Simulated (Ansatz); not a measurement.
# CH₆FGeNO: a ladder of functionals and wavefunction methods

Aim: compute CH₆FGeNO with functionals from several rungs and with coupled cluster. The yardstick is the atomisation energy at the CCSD(T) limit.

Computed with Ansatz 0.2.0, Gaussian basis. Level: functionals in def2-TZVPP, the program's frozen cores in correlated methods.

Levels to be run: PBE-D4, r2SCAN-D4, PBE0-D4, B3LYP-D4, ωB97X-V, ωB97M-V, B2PLYP; CCSD(T)/def2-TZVPP; MP2/def2-QZVPP; extrapolation to the limit.

## 1. The relaxed structure

An earlier PBE0-D4 in a triple-zeta def2 set relaxation fixed the geometry.

SMILES `N[CH](O)[GeH2][F]`, 11 atoms, charge 0, spin multiplicity 1.

Atoms are counted from 1 here; the program's logs count them from 0.

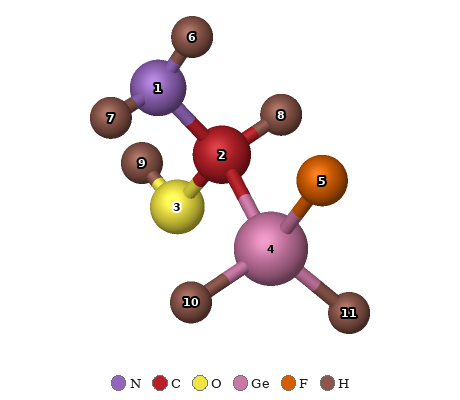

The geometry (nitrogen purple, carbon red, oxygen yellow, germanium pink, fluorine orange, hydrogen brown); atoms are numbered from 1 in the order of the file.

## 2. PBE-D4 (GGA)

Input file in.yaml:

```yaml
crystal:
  periodic: [false, false, false]
  atoms:
    - {symbol: N, position_ang: [-0.427934, 1.021222, 1.048140]}
    - {symbol: C, position_ang: [-0.225663, -0.306674, 0.532003]}
    - {symbol: O, position_ang: [0.785951, -0.964726, 1.254250]}
    - {symbol: Ge, position_ang: [0.357915, -0.390327, -1.358169]}
    - {symbol: F, position_ang: [-0.900552, 0.486745, -2.207601]}
    - {symbol: H, position_ang: [-1.316970, 1.405471, 0.756759]}
    - {symbol: H, position_ang: [0.307359, 1.662676, 0.775680]}
    - {symbol: H, position_ang: [-1.187343, -0.831041, 0.619537]}
    - {symbol: H, position_ang: [0.623328, -0.779605, 2.187728]}
    - {symbol: H, position_ang: [1.647128, 0.420665, -1.579306]}
    - {symbol: H, position_ang: [0.402181, -1.781607, -2.008223]}
basis:
  gaussian: {orbitals: def2-TZVPP}
hamiltonian: {xc: pbe, dispersion: d4}
output: {forces: true, orbitals: {seedname: orbitals}}
```

The run is started by

```console
ansatz run in.yaml --threads 4 --pin off --events-out ev --progress --plain --max-ram 10444MiB
```

After this run come: r2SCAN-D4 (meta-GGA); PBE0-D4 (hybrid); B3LYP-D4 (hybrid); ωB97X-V (range-separated); ωB97M-V (range-separated); B2PLYP (double hybrid); CCSD(T) in def2-TZVPP; MP2 in def2-QZVPP.

Before running them: what should the planned runs give, taken together? Wanted: atomisation energy, CCSD(T)/CBS; farthest; mean size of error, hybrid; mean size of error, range-separated; gap, smallest and largest; T1 diagnostic; triples share of the correlation energy.

As calculated:

```
                               quantity                                           value
        atomisation energy, CCSD(T)/CBS                                   3791.9 kJ/mol
 functionals within 37.9 kJ/mol (1.0 %)  r2SCAN-D4, PBE0-D4, B3LYP-D4, ωB97X-V, ωB97M-V
                               farthest                           PBE-D4 (+69.2 kJ/mol)
             mean size of error, hybrid                                     27.8 kJ/mol
    mean size of error, range-separated                                      8.9 kJ/mol
              gap, smallest and largest            5.09 eV (PBE-D4), 11.74 eV (ωB97X-V)
                          T1 diagnostic                                          0.0117
triples share of the correlation energy                                           3.4 %
```

**Reading.** PBE-D4 is off by +69.2 kJ/mol. Double hybrids carry the basis error of their MP2 part in triple zeta, and no dispersion term here, so their miss is partly the set-up's. The reference freezes the cores and leaves out relativity and excitations past (T), and its outer-core shells are covered unevenly, so misses under about 37.9 kJ/mol can't be ranked. Hartree-Fock recovers 68 % of the binding; the rest is correlation. The gap grows from 5.1 to 11.7 eV across the functionals, mostly with the share of exact exchange. Correlated methods include outer-core shells of Ge, which these sets cover unevenly.
